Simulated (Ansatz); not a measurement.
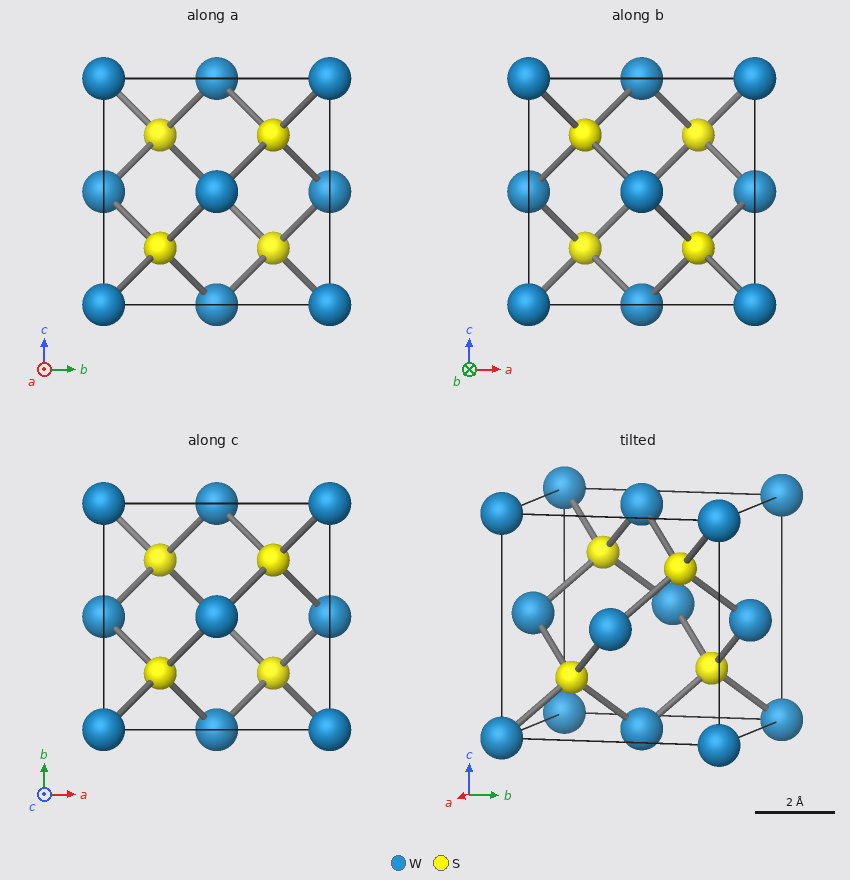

We look at a ball-and-stick model of the crystal along the a axis, along the b axis, along the c axis and slightly off an axis. Thin lines show the conventional unit cell, with boundary atoms drawn in all their periodic places.

Lattice parameters: a = 5.7567 Å, b = 5.7567 Å, c = 5.7567 Å, α = 90.000°, β = 90.000°, γ = 90.000°.

Express the structure as a CIF in P1 with every atom of the cell.

```cif
data_structure
_symmetry_space_group_name_H-M 'P 1'
_symmetry_Int_Tables_number 1
_cell_length_a 5.7567
_cell_length_b 5.7567
_cell_length_c 5.7567
_cell_angle_alpha 90.000
_cell_angle_beta 90.000
_cell_angle_gamma 90.000
_cell_volume 190.77
loop_
_atom_site_label
_atom_site_type_symbol
_atom_site_fract_x
_atom_site_fract_y
_atom_site_fract_z
_atom_site_occupancy
W1 W 0.0000 0.0000 0.0000 1
S1 S 0.2500 0.2500 0.7500 1
W2 W 0.0000 0.5000 0.5000 1
S2 S 0.2500 0.7500 0.2500 1
W3 W 0.5000 0.0000 0.5000 1
S3 S 0.7500 0.2500 0.2500 1
W4 W 0.5000 0.5000 0.0000 1
S4 S 0.7500 0.7500 0.7500 1
```

The initial geometry was a structure type filled with these elements by a generator (whether the compound takes this form wasn't checked). Earlier steps of the study, as a rule a relaxation of our own, may have changed the cell and positions, so they can lie some per cent off the listed ones. A calculation with Ansatz used it as input.
